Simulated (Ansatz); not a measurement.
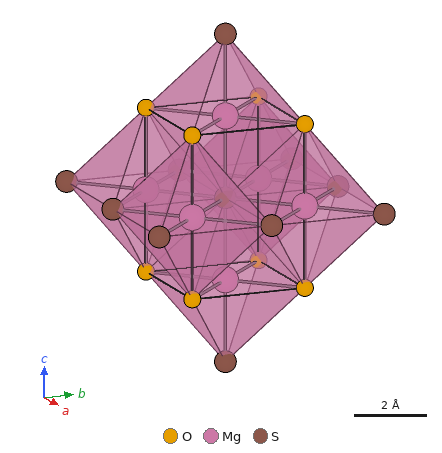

View slightly off an axis, drawn as a polyhedral model. The frame is the conventional unit cell; atoms at its boundary are shown with their periodic copies. Some atoms of the next cells are drawn as well.

Mg$_{2}$SO, space group P4/mmm (No. 123), a = 3.408 Å, b = 3.408 Å, c = 4.734 Å, α = 90.00°, β = 90.00°, γ = 90.00°. The initial geometry was a structure type filled with these elements by a generator (whether the compound takes this form wasn't checked). The cell was then strained or its atoms displaced on purpose. A calculation with Ansatz used it as input.

This one geometry was computed with Ansatz (DFT, plane waves, PAW) at three levels of theory: HSE06, r2SCAN and PBE. It was relaxed with r2SCAN and then strained.

Q: Which level gives the highest pressure at this volume, and what does that say about its equilibrium volume?

A: Highest: PBE (3.0 GPa), which points to the largest equilibrium volume. Lowest, with the smallest volume: HSE06 (0.3 GPa) and r2SCAN (0.7 GPa). Levels within 0.5 GPa of each other can't be told apart.

Q: How does the band gap change with the level of theory?

A: PBE: a gap of 3.23 eV, direct; r2SCAN: a gap of 4.02 eV, direct; HSE06: a gap of 4.56 eV, direct.

Q: Collect the results in a table.

A:
| level | cutoff (eV) | k-mesh of the run's cell | gap (eV) | pressure (GPa) |
| --- | --- | --- | --- | --- |
| HSE06 | 420 | 6×6×4 | 4.56 | 0.3 |
| r2SCAN | 500 | 8×8×6 | 4.02 | 0.7 |
| PBE | 420 | 8×8×6 | 3.23 | 3.0 |

Gaps are taken on the k-mesh or band path of each run.
